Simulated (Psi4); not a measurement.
# CH5GaO2 (SMILES [CH3][Ga]([OH])[OH]): a chain of runs

Wanted: a geometry optimisation (BP86/def2-SVP), then vibrational wavenumbers of CH5GaO2. 

The results are computed with Psi4 1.11.

## 1. Starting point

The species is CH5GaO2 (9 atoms), meant as a singlet with charge 0. SMILES: `[CH3][Ga]([OH])[OH]`. Geometry: relaxed at PBE0-D4/def2-TZVP. This is one conformer, not always the lowest. The run starts from this shape.

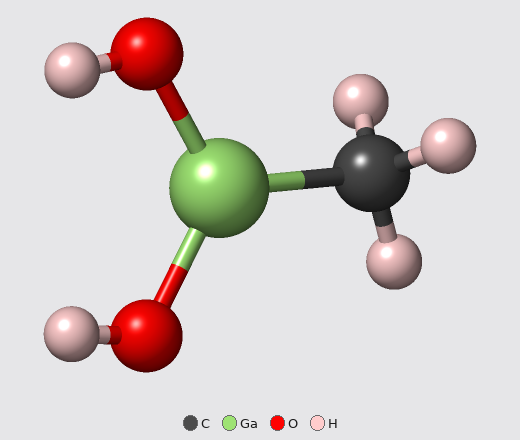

The structure, seen from a chosen angle (carbon dark grey, gallium green, oxygen red, hydrogen pink).

## 2. A geometry optimisation at BP86/def2-SVP (density fitting) (run 1)

ch5gao2.py

```python
import psi4

psi4.set_memory('1600 MB')
psi4.set_num_threads(1)
psi4.set_output_file('ch5gao2.out', False)

geom = psi4.geometry("""
0 1
C      0.139500     0.740600    -1.385600
Ga    -0.022300    -0.180400     0.314900
O      0.237900    -1.947500     0.443200
O     -0.435700     0.706800     1.814800
H      0.259800     0.024500    -2.197900
H      1.005300     1.404900    -1.368100
H     -0.746600     1.349900    -1.568800
H      0.141200    -2.314500     1.323600
H     -0.490700     0.169600     2.607000
""")

psi4.set_options({
    'basis': 'def2-SVP',
    'geom_maxiter': 60,
})

e, wfn = psi4.optimize('bp86', return_wfn=True)
print(f'total energy {e:.8f} hartree = {e * 27.211386:.5f} eV')
print(geom.to_string(dtype='xyz', units='Angstrom'))
for k, v in sorted(psi4.core.scalar_variables().items()):
    print(f'{k:45s} {v:18.10f}')
```

Run with:

```sh
$ python ch5gao2.py
```

ch5gao2.out:

```text
[...]
  Running in c1 symmetry.
[...]
  Nuclear repulsion =  287.743780181499119
[...]
  Multiplicity = 1
[...]
  Nalpha       = 29
  Nbeta        = 29
[...]
    Number of basis functions: 99
[...]
   @DF-RKS iter   1: -2114.37749788804331   -1.53947e+00   2.69504e-02 ADIIS/DIIS
[...]
   @DF-RKS iter   9: -2116.34919212419072   -9.54969e-12   1.59257e-09 DIIS
[...]
    Orbital Energies [Eh]
    ---------------------
    Doubly Occupied:
       1A   -371.012225     2A    -45.329865     3A    -40.187165
       4A    -40.182695     5A    -40.182647     6A    -18.763962
       7A    -18.763769     8A     -9.914693     9A     -5.263570
      10A     -3.598559    11A     -3.588823    12A     -3.587423
      13A     -0.869049    14A     -0.863486    15A     -0.731993
      16A     -0.729007    17A     -0.728329    18A     -0.726213
      19A     -0.715067    20A     -0.612206    21A     -0.437006
      22A     -0.412967    23A     -0.359349    24A     -0.355285
      25A     -0.319382    26A     -0.276960    27A     -0.264854
      28A     -0.255718    29A     -0.241566
[...]
  @DF-RKS Final Energy: -2116.34919212419072
   => Energetics <=
    Nuclear Repulsion Energy =            284.7165966692178927
    One-Electron Energy =               -3513.2381467964260082
    Two-Electron Energy =                1211.9523385388040424
    DFT Exchange-Correlation Energy =     -99.7799805357865495
    Empirical Dispersion Energy =           0.0000000000000000
    VV10 Nonlocal Energy =                  0.0000000000000000
    Total Energy =                      -2116.3491921241907221
[...]
 Multipole Moments:
 ------------------------------------------------------------------------------------
     Multipole            Electronic (a.u.)      Nuclear  (a.u.)        Total (a.u.)
 ------------------------------------------------------------------------------------
 L = 1.  Multiply by 2.5417464519 to convert [e a0] to [Debye]
 Dipole X            :         -0.2927403            0.2722020           -0.0205384
 Dipole Y            :         -1.5930154            1.4319011           -0.1611143
 Dipole Z            :          2.9080035           -2.5900875            0.3179159
 Magnitude           :                                                    0.3570017
[...]
  -Total Gradient:
     Atom            X                  Y                   Z
    ------   -----------------  -----------------  -----------------
       1        0.000019685200     0.000046646265    -0.000038824410
       2        0.000003159317     0.000008137859    -0.000018676991
       3       -0.000007475712     0.000096053746    -0.000052675352
       4        0.000029383823    -0.000021030455    -0.000109621410
       5       -0.000001321845     0.000013567678    -0.000023685076
       6       -0.000000057408    -0.000000313044    -0.000023380619
       7       -0.000005503183    -0.000007138022    -0.000023681747
       8        0.000000449176    -0.000022169539     0.000012492235
       9       -0.000006339997    -0.000004569746     0.000022050271
[...]
```

On the terminal:

```text
Optimizer: Optimization complete!
total energy -2116.34919212 hartree = -57588.79478 eV
9
0 1 CGaH5O2
C                     0.165410384825     0.939310868274    -1.736568623012
Ga                    0.001368739842     0.010918257321    -0.020807949680
O                     0.268849087984    -1.776717628264     0.090015773679
O                    -0.417789820165     0.923643050829     1.486236157516
H                     0.287659272006     0.209860948856    -2.560078393848
H                     1.047176944577     1.611067551412    -1.712163727341
H                    -0.735975813523     1.557418123699    -1.919433136827
H                     0.168811238313    -2.135093862686     0.991563943496
H                    -0.466995940280     0.364742090583     2.283938741653

CURRENT ENERGY                                  -2116.3491921242
CURRENT REFERENCE ENERGY                        -2116.3491921242
DD SOLVATION ENERGY                                 0.0000000000
DFT FUNCTIONAL TOTAL ENERGY                     -2116.3491921242
DFT TOTAL ENERGY                                -2116.3491921242
DFT VV10 ENERGY                                     0.0000000000
DFT XC ENERGY                                     -99.7799805358
GRID ELECTRONS ALPHA                               29.0000036578
GRID ELECTRONS BETA                                29.0000036578
GRID ELECTRONS TOTAL                               58.0000073157
NUCLEAR REPULSION ENERGY                          284.7165966692
ONE-ELECTRON ENERGY                             -3513.2381467964
OPTIMIZATION ITERATIONS                             4.0000000000
PCM POLARIZATION ENERGY                             0.0000000000
PE ENERGY                                           0.0000000000
SCF ITERATION ENERGY                            -2116.3491921242
SCF ITERATIONS                                      9.0000000000
SCF TOTAL ENERGY                                -2116.3491921242
TWO-ELECTRON ENERGY                              1211.9523385388
XC GRID RADIAL POINTS                              75.0000000000
XC GRID SPHERICAL POINTS                          302.0000000000
XC GRID TOTAL POINTS                           195223.0000000000
```

Run time: 39 s. Hardware: 1 thread of AMD EPYC 7R43 (Zen 3), shared host; peak memory 0.7 GiB.

Steps, from the record of the run:

| step | energy from the first frame kept (eV) | largest force (eV/Å) |
| --- | --- | --- |
| 0 | 0.0000 | 0.8103 |
| 1 | -0.0389 | 0.1436 |
| 2 | -0.0403 | 0.0564 |
| 3 | -0.0407 | 0.0059 |

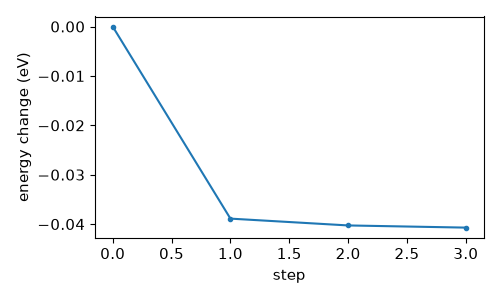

Energy along the run.

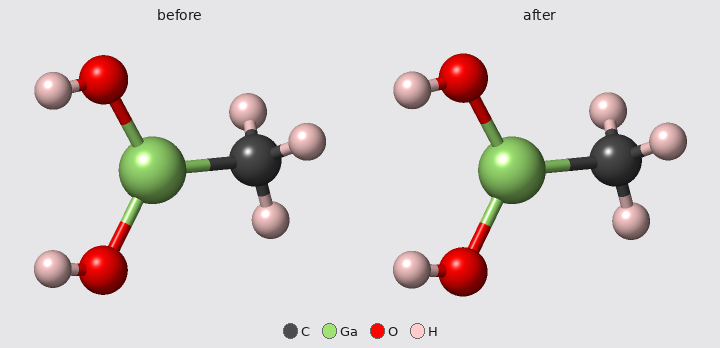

Before and after, at one scale.

After the run. Bond lengths: C1–Ga2 1.958 Å, Ga2–O3 1.811 Å, Ga2–O4 1.811 Å, C1–H5 1.107 Å, C1–H6 1.109 Å, C1–H7 1.108 Å, O3–H8 0.975 Å, O4–H9 0.975 Å. Some angles: C1–Ga2–O3 120.6°, C1–Ga2–O4 120.6°, O3–Ga2–O4 118.7°, Ga2–C1–H5 110.4°, Ga2–C1–H6 109.6°, Ga2–C1–H7 109.9°, Ga2–O3–H8 113.8°, Ga2–O4–H9 113.8°, H5–C1–H6 109.1°, H5–C1–H7 109.6°.

## 3. Vibrational wavenumbers at BP86/def2-SVP (density fitting) (run 2)

calc.inp

```
memory 1600 mb

molecule system {
  0 1
  C
  Ga 1 1.957717
  O 2 1.810931 1 120.62252
  O 2 1.811061 3 118.73442 1 -179.89185
  H 1 1.106892 2 110.41224 3 7.83854
  H 1 1.108767 5 109.13579 2 120.47025
  H 1 1.108148 5 109.55118 6 118.3154
  H 3 0.97531 2 113.83729 4 -0.32822
  H 4 0.975255 2 113.797 3 0.3165
}

set basis def2-SVP
set t 298.15
set rotational_symmetry_number 1

energy_value, wavefunction = freq('bp86', return_wfn=True)
```

Run with:

```sh
$ psi4 -n 1 calc.inp calc.out
```

calc.out, shortened:

```text
[...]
  Running in c1 symmetry.
[...]
  Nuclear repulsion =  284.716596691394841
[...]
  Multiplicity = 1
[...]
  Nalpha       = 29
  Nbeta        = 29
[...]
    Number of basis functions: 99
[...]
   @DF-RKS iter   1: -2114.38261236839162   -1.62383e+00   2.68968e-02 ADIIS/DIIS
[...]
   @DF-RKS iter  13: -2116.34918583740591   -3.09228e-11   7.29915e-09 DIIS
[...]
  @DF-RKS Final Energy: -2116.34918583740591
   => Energetics <=
    Nuclear Repulsion Energy =            284.7166351141486302
    One-Electron Energy =               -3513.2381922941394805
    Two-Electron Energy =                1211.9523545640595330
    DFT Exchange-Correlation Energy =     -99.7799832214746516
    Empirical Dispersion Energy =           0.0000000000000000
    VV10 Nonlocal Energy =                  0.0000000000000000
    Total Energy =                      -2116.3491858374059120
[...]
  -Total Gradient:
     Atom            X                  Y                   Z
    ------   -----------------  -----------------  -----------------
       1        0.000019368512     0.000027545439    -0.000058124017
       2        0.000001045495    -0.000035360675    -0.000020344657
       3       -0.000013212374    -0.000094871188    -0.001797482655
       4        0.000016981607    -0.000235055560     0.001640470306
       5       -0.000003606086     0.000000522274    -0.000023759731
       6       -0.000005147247    -0.000010547616    -0.000021544055
       7       -0.000009386215    -0.000015908910    -0.000018857790
       8        0.000011001436     0.000152747664     0.001747706555
       9       -0.000014348103     0.000178906239    -0.001726770683
[...]
  ==> Harmonic Vibrational Analysis <==
[...]
  Freq [cm^-1]                 12.0785i            145.9871            164.9796
[...]
  IR activ [km/mol]             0.5095              0.0044              4.5690
[...]
  Freq [cm^-1]                 184.5976            259.4633            352.6989
[...]
  IR activ [km/mol]            30.9800              0.2908             217.5234
[...]
  Freq [cm^-1]                 704.8053            710.6200            768.8508
[...]
  IR activ [km/mol]             4.0786             14.8479             169.4619
[...]
  Freq [cm^-1]                 811.5804           1173.7853           1383.4052
[...]
  Freq [cm^-1]                1385.9038           2978.4686           3078.9871
[...]
  Freq [cm^-1]                3095.9145           3726.0071           3727.7512
[...]
```

On the terminal:

```text
Warning: thermodynamics relations excluded imaginary frequencies: ['12.0785i']
Warning: used thermodynamics relations inappropriate for low-frequency modes: ['145.9871' '164.9796' '184.5976' '259.4633' '352.6989' '554.6811']
```

It took 9.1 min on 1 thread of AMD EPYC 7R43 (Zen 3), shared host; peak memory 0.77 GiB.

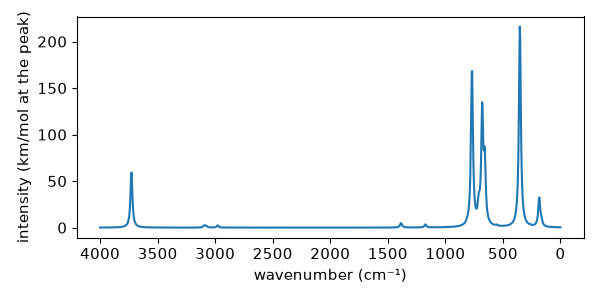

Harmonic infrared spectrum, unscaled, lines broadened by 10 cm⁻¹.

## 4. What came out

| quantity | value |
| --- | --- |
| run 1, BP86/def2-SVP: total energy at the end | -2116.34919 Eh |
| run 1, BP86/def2-SVP: dipole moment | 0.91 D |
| run 1, BP86/def2-SVP: HOMO energy | -6.57 eV |
| run 1, BP86/def2-SVP: LUMO energy | -1.00 eV |
| run 1, BP86/def2-SVP: HOMO–LUMO gap | 5.57 eV |
| run 2, BP86/def2-SVP: lowest harmonic wavenumber | 12i cm⁻¹ (imaginary) |
| run 2, BP86/def2-SVP: highest harmonic wavenumber | 3728 cm⁻¹ |

The optimisation (run 1, BP86/def2-SVP) took 4 steps and changed the energy by -0.041 eV. 1 mode is imaginary (lowest 12i cm⁻¹); so small a value may be numerical noise or a very soft motion.
